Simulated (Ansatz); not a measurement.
## Run report: SiH3Cl, geometry relaxation

- system: SiH3Cl
- method: RKS PBE0-D4/def2-TZVP (Ansatz 0.2.0)

Figures and captions count atoms from 1; the log counts them from 0 in places.

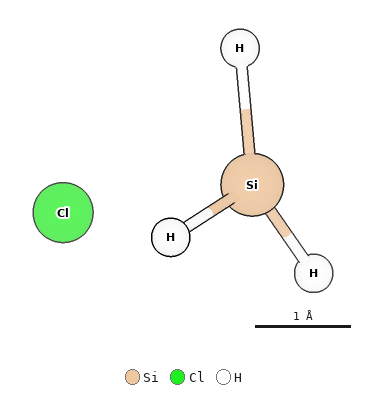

Figure 1. The structure as given in the input (ball-and-stick view, seen at a tilt). Bond lengths as drawn: H–Si 1.49 Å.

**Key numbers**

| quantity | value |
| --- | --- |
| outcome | converged |
| total energy | −20443.3965 eV |
| mean-field energy | −20443.3342 eV |
| dispersion energy | −0.0623 eV |
| SCF solution under orbital rotations | stable |
| largest force (length of the vector) at the end | under 0.001 eV/Å |
| dipole moment | 1.26 D |
| hardware | 2 threads of Arm Neoverse V1, 23 GiB of memory available, shared host |
| wall time | 8.5 s (CPU time 16 s) |
| peak memory | 0.4 GiB |

**Input**
```yaml
crystal:
  periodic: [false, false, false]
  atoms:
    - {symbol: Si, position_ang: [-0.102416, -0.056675, -0.159663]}
    - {symbol: Cl, position_ang: [1.170180, 0.647463, 1.824419]}
    - {symbol: H, position_ang: [0.316197, -1.428063, 0.232576]}
    - {symbol: H, position_ang: [0.852328, 0.805978, -0.904033]}
    - {symbol: H, position_ang: [-1.257872, 0.572645, 0.532196]}
basis:
  gaussian: {orbitals: def2-TZVP}
hamiltonian: {xc: pbe0, dispersion: d4}
relax: {f_tol: 0.005, max_steps: 200}
```

Run as:
```bash
ansatz run in.yaml --threads 2 --pin off --events-out ev --progress --plain --max-ram 5222MiB
```

**Log**
```
Functional definition: PBE0
  name "PBE0"
  cite "Adamo & Barone, J. Chem. Phys. 110, 6158 (1999) doi:10.1063/1.478522"
  cite "Perdew, Burke & Ernzerhof, Phys. Rev. Lett. 77, 3865 (1996) doi:10.1103/PhysRevLett.77.3865"
  parent pbe
  parameter a = 0.25
  parameter kappa = 0.804
  parameter beta = 0.06672455060314922
  exchange = (1 - a)*pbe_x(kappa = kappa, mu = beta*pi^2/3) + a*exact_x
  correlation = pbe_c(beta = beta)
668 factors; their error is unknown
mean field evaluation 1: about -20440.5297 eV, gradient 1.7e1 eV
mean field evaluation 2: about -20439.4104 eV, gradient 2.7e1 eV
mean field evaluation 4: about -20441.5183 eV, gradient 1.1e0 eV
mean field evaluation 8: about -20441.5924 eV, gradient 1.1e-1 eV
mean field -20441.59243627 eV, -751.2146662237 hartree, gradient 1.2e-5 eV, S^2 0.000000; 0 other end points of the search recorded, 0 dependent functions left out
the calculation of the forces begins
reference -20441.59246349 eV, -751.2146672243 hartree; 17, 17 occupied and 75, 75 virtual orbitals, 668 factors
relax step   1: F+E_penalty+E_count = -20441.65487087 eV  Δ(F+E_penalty+E_count) = +0.000e0 eV  max|allowed force component| = 3.964e0 eV/Å  Δτ_max = 0.0000 Å  (24 SCF iters, accepted)
these checks for a lower state are left out or cut short: starts, cluster_reference, orbital_swaps, neighbouring_geometries, increment
668 factors; their error is unknown
mean field evaluation 16: about -20442.3366 eV, gradient 8.4e0 eV
mean field -20442.66998233 eV, -751.2542653112 hartree, gradient 6.9e-5 eV, S^2 0.000000; 0 other end points of the search recorded, 0 dependent functions left out
the calculation of the forces begins
reference -20442.67000969 eV, -751.2542663166 hartree; 17, 17 occupied and 75, 75 virtual orbitals, 668 factors
relax step   2: F+E_penalty+E_count = -20442.73230157 eV  Δ(F+E_penalty+E_count) = -1.077e0 eV  max|allowed force component| = 3.048e0 eV/Å  Δτ_max = 0.1947 Å  (28 SCF iters, accepted)
these checks for a lower state are left out or cut short: starts, cluster_reference, orbital_swaps, neighbouring_geometries, increment
668 factors; their error is unknown
mean field -20443.18899835 eV, -751.2733387982 hartree, gradient 4.8e-5 eV, S^2 0.000000; 0 other end points of the search recorded, 0 dependent functions left out
the calculation of the forces begins
reference -20443.18902489 eV, -751.2733397736 hartree; 17, 17 occupied and 75, 75 virtual orbitals, 668 factors
relax step   3: F+E_penalty+E_count = -20443.25192717 eV  Δ(F+E_penalty+E_count) = -5.196e-1 eV  max|allowed force component| = 1.249e0 eV/Å  Δτ_max = 0.1949 Å  (29 SCF iters, accepted)
these checks for a lower state are left out or cut short: starts, cluster_reference, orbital_swaps, neighbouring_geometries, increment
668 factors; their error is unknown
mean field evaluation 32: about -20443.2759 eV, gradient 1.3e-4 eV
mean field -20443.27591737 eV, -751.2765330133 hartree, gradient 8.9e-6 eV, S^2 0.000000; 0 other end points of the search recorded, 0 dependent functions left out
the calculation of the forces begins
reference -20443.27594389 eV, -751.2765339877 hartree; 17, 17 occupied and 75, 75 virtual orbitals, 668 factors
relax step   4: F+E_penalty+E_count = -20443.33778381 eV  Δ(F+E_penalty+E_count) = -8.586e-2 eV  max|allowed force component| = 8.416e-1 eV/Å  Δτ_max = 0.1959 Å  (25 SCF iters, accepted)
these checks for a lower state are left out or cut short: starts, cluster_reference, orbital_swaps, neighbouring_geometries, increment
668 factors; their error is unknown
mean field -20443.32964407 eV, -751.2785074331 hartree, gradient 4.2e-5 eV, S^2 0.000000; 0 other end points of the search recorded, 0 dependent functions left out
the calculation of the forces begins
reference -20443.32967053 eV, -751.2785084056 hartree; 17, 17 occupied and 75, 75 virtual orbitals, 668 factors
relax step   5: F+E_penalty+E_count = -20443.39192501 eV  Δ(F+E_penalty+E_count) = -5.414e-2 eV  max|allowed force component| = 2.187e-1 eV/Å  Δτ_max = 0.0708 Å  (24 SCF iters, accepted)
these checks for a lower state are left out or cut short: starts, cluster_reference, orbital_swaps, neighbouring_geometries, increment
668 factors; their error is unknown
mean field -20443.33402143 eV, -751.2786682980 hartree, gradient 4.5e-5 eV, S^2 0.000000; 0 other end points of the search recorded, 0 dependent functions left out
the calculation of the forces begins
reference -20443.33404785 eV, -751.2786692689 hartree; 17, 17 occupied and 75, 75 virtual orbitals, 668 factors
relax step   6: F+E_penalty+E_count = -20443.39632133 eV  Δ(F+E_penalty+E_count) = -4.396e-3 eV  max|allowed force component| = 4.375e-2 eV/Å  Δτ_max = 0.0093 Å  (25 SCF iters, accepted)
these checks for a lower state are left out or cut short: starts, cluster_reference, orbital_swaps, neighbouring_geometries, increment
668 factors; their error is unknown
mean field -20443.33415879 eV, -751.2786733459 hartree, gradient 5.3e-6 eV, S^2 0.000000; 0 other end points of the search recorded, 0 dependent functions left out
the calculation of the forces begins
reference -20443.33418519 eV, -751.2786743162 hartree; 17, 17 occupied and 75, 75 virtual orbitals, 668 factors
relax step   7: F+E_penalty+E_count = -20443.39647820 eV  Δ(F+E_penalty+E_count) = -1.569e-4 eV  max|allowed force component| = 3.231e-2 eV/Å  Δτ_max = 0.0029 Å  (21 SCF iters, accepted)
these checks for a lower state are left out or cut short: starts, cluster_reference, orbital_swaps, neighbouring_geometries, increment
668 factors; their error is unknown
mean field -20443.33419730 eV, -751.2786747613 hartree, gradient 7.3e-5 eV, S^2 0.000000; 0 other end points of the search recorded, 0 dependent functions left out
the calculation of the forces begins
reference -20443.33422371 eV, -751.2786757318 hartree; 17, 17 occupied and 75, 75 virtual orbitals, 668 factors
relax step   8: F+E_penalty+E_count = -20443.39651452 eV  Δ(F+E_penalty+E_count) = -3.631e-5 eV  max|allowed force component| = 3.633e-4 eV/Å  Δτ_max = 0.0017 Å  (17 SCF iters, accepted)
668 factors; their error is unknown
mean field evaluation 64: about -20443.3342 eV, gradient 2.2e-2 eV
```

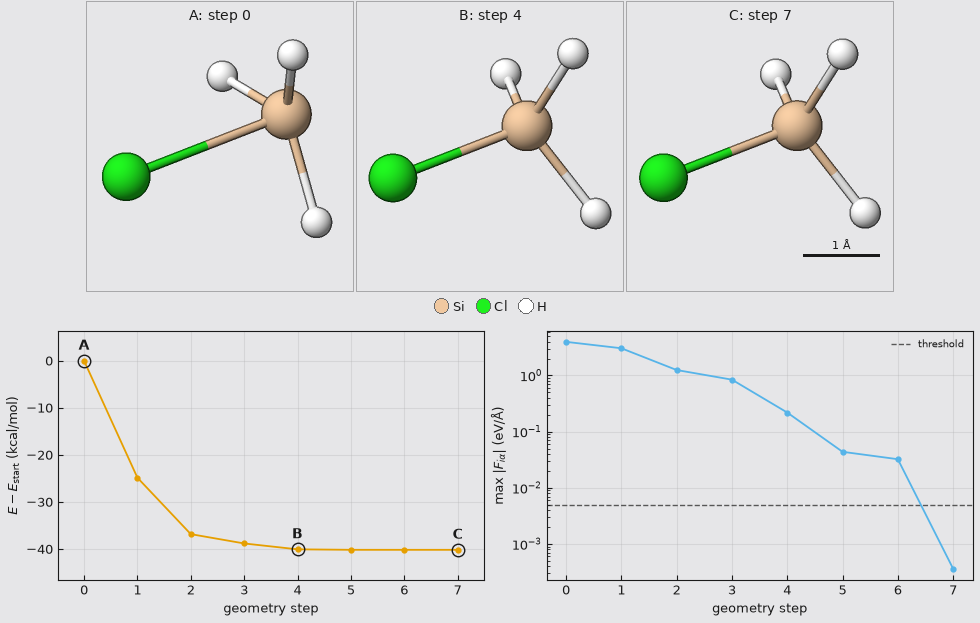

Figure 2. Frames of the relaxation (ball-and-stick view, seen at a tilt) above the curves, on which the letters mark them (the first geometry is step 0 here and step 1 in the log).

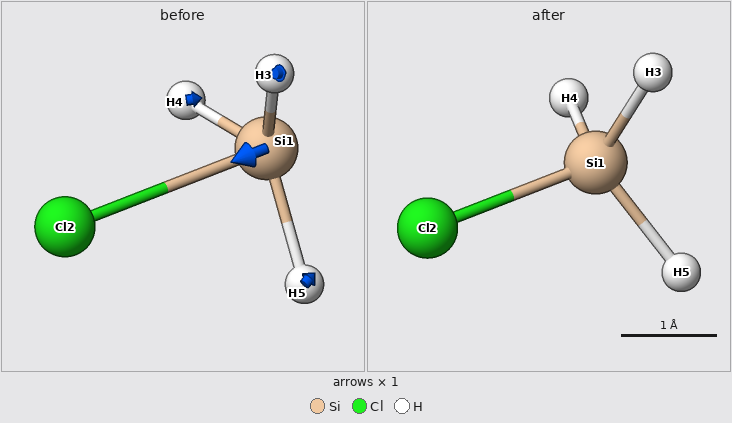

Figure 3. Before (left) and after (right) the relaxation, at one scale (ball-and-stick view, seen at a tilt). The blue arrows give the displacements, at true length. Over 7 geometry steps the energy falls by 40.2 kcal/mol. Largest force component: 4 eV/Å at the start, 0.00036 eV/Å at the end. Si1 moves most after the best rigid fit: 0.45 Å. Largest moves by element: Si 0.45 Å, H 0.18 Å, Cl 0.04 Å. Among the contacts that change: Si1–Cl2 2.460 → 2.054 Å, Si1–H3 1.487 → 1.481 Å. Among the angles that change: Cl2–Si1–H3 84.6° → 108.5°, H3–Si1–H4 119.1° → 110.4°. (Atoms are counted from 1 in the order of the input.)

```
mean field -20443.33419730 eV, -751.2786747613 hartree, gradient 7.3e-5 eV, S^2 0.000000; 1 other end points of the search recorded, 0 dependent functions left out
the calculation of the forces begins
reference -20443.33422371 eV, -751.2786757318 hartree; 17, 17 occupied and 75, 75 virtual orbitals, 668 factors
Total energy: -20443.39654092 eV, -751.2809658471 hartree
Atom 0 at     0.129240     0.071507     0.201507 Å, force     0.000013     0.000007     0.000021 eV/Å
Atom 1 at     1.191527     0.659258     1.857728 Å, force    -0.000130    -0.000071    -0.000202 eV/Å
Atom 2 at     0.214134    -1.402354     0.086797 Å, force    -0.000045     0.000363    -0.000007 eV/Å
Atom 3 at     0.722778     0.717154    -0.991594 Å, force    -0.000175    -0.000178     0.000268 eV/Å
Atom 4 at    -1.279262     0.495783     0.371056 Å, force     0.000338    -0.000121    -0.000079 eV/Å
Dipole moment:    -0.135648    -0.075055    -0.211491 e Å
```

**Trajectory as extended XYZ (Å, eV, eV/Å), 8 frames, from step=1 to step=8**
```
5
Properties=species:S:1:pos:R:3:forces:R:3 step=1 energy=-20441.65487
Si   -0.1024   -0.0567   -0.1597    2.5423   1.4067   3.9636
Cl    1.1702    0.6475    1.8244   -0.9669  -0.5350  -1.5074
H     0.3162   -1.4281    0.2326   -0.5620  -0.1399  -0.8485
H     0.8523    0.8060   -0.9040   -0.6192  -0.3783  -0.7273
H    -1.2579    0.5726    0.5322   -0.3942  -0.3534  -0.8804
5
Properties=species:S:1:pos:R:3:forces:R:3 step=2 energy=-20442.73230
Si   -0.0017   -0.0009   -0.0026    1.9552   1.0818   3.0482
Cl    1.1569    0.6401    1.8036   -0.7274  -0.4025  -1.1340
H     0.2896   -1.4544    0.1892   -0.5069   0.1720  -0.7168
H     0.8296    0.7958   -0.9557   -0.6582  -0.4586  -0.3961
H    -1.2959    0.5608    0.4909   -0.0626  -0.3927  -0.8014
5
Properties=species:S:1:pos:R:3:forces:R:3 step=3 energy=-20443.25193
Si    0.0992    0.0549    0.1546   -0.3011  -0.1666  -0.4695
Cl    1.1319    0.6263    1.7647    0.8014   0.4433   1.2495
H     0.2580   -1.4426    0.1447   -0.2915   0.4167  -0.3605
H     0.7882    0.7668   -0.9795   -0.4848  -0.3888   0.0492
H    -1.2988    0.5361    0.4410    0.2760  -0.3047  -0.4686
5
Properties=species:S:1:pos:R:3:forces:R:3 step=4 energy=-20443.33778
Si    0.1427    0.0790    0.2225    0.0433   0.0239   0.0675
Cl    1.2332    0.6823    1.9227   -0.5398  -0.2987  -0.8416
H     0.1954   -1.4113    0.0579    0.1079   0.3268   0.2115
H     0.7036    0.7062   -1.0195    0.0185  -0.0455   0.4010
H    -1.2966    0.4851    0.3419    0.3701  -0.0066   0.1616
5
Properties=species:S:1:pos:R:3:forces:R:3 step=5 energy=-20443.39192
Si    0.1309    0.0724    0.2041   -0.0571  -0.0316  -0.0891
Cl    1.1966    0.6621    1.8656   -0.0728  -0.0403  -0.1135
H     0.2143   -1.4134    0.0852   -0.0044   0.2187   0.0290
H     0.7266    0.7216   -1.0010   -0.0784  -0.0895   0.1859
H    -1.2900    0.4986    0.3715    0.2127  -0.0573  -0.0123
5
Properties=species:S:1:pos:R:3:forces:R:3 step=6 energy=-20443.39632
Si    0.1296    0.0717    0.2020    0.0012   0.0007   0.0019
Cl    1.1932    0.6602    1.8604   -0.0281  -0.0155  -0.0438
H     0.2138   -1.4041    0.0860    0.0012   0.0365   0.0077
H     0.7229    0.7176   -0.9935   -0.0108  -0.0134   0.0331
H    -1.2811    0.4960    0.3706    0.0364  -0.0082   0.0010
5
Properties=species:S:1:pos:R:3:forces:R:3 step=7 energy=-20443.39648
Si    0.1301    0.0720    0.2029   -0.0207  -0.0115  -0.0323
Cl    1.1917    0.6594    1.8580    0.0095   0.0053   0.0149
H     0.2137   -1.4020    0.0861    0.0034   0.0036   0.0055
H     0.7221    0.7167   -0.9918    0.0028   0.0012   0.0067
H    -1.2792    0.4954    0.3703    0.0051   0.0014   0.0052
5
Properties=species:S:1:pos:R:3:forces:R:3 step=8 energy=-20443.39652
Si    0.1292    0.0715    0.2015    0.0000   0.0000   0.0000
Cl    1.1915    0.6593    1.8577   -0.0001  -0.0001  -0.0002
H     0.2141   -1.4024    0.0868    0.0000   0.0004   0.0000
H     0.7228    0.7172   -0.9916   -0.0002  -0.0002   0.0003
H    -1.2793    0.4958    0.3711    0.0003  -0.0001  -0.0001
```

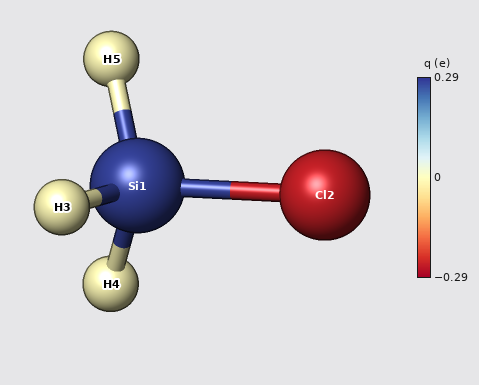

Figure 4. Mulliken charges, as the colour of each atom (ball-and-stick view, seen at a tilt; atoms are numbered from 1 in the order of the input). By element: Si +0.28, Cl −0.25 and H −0.01 e.
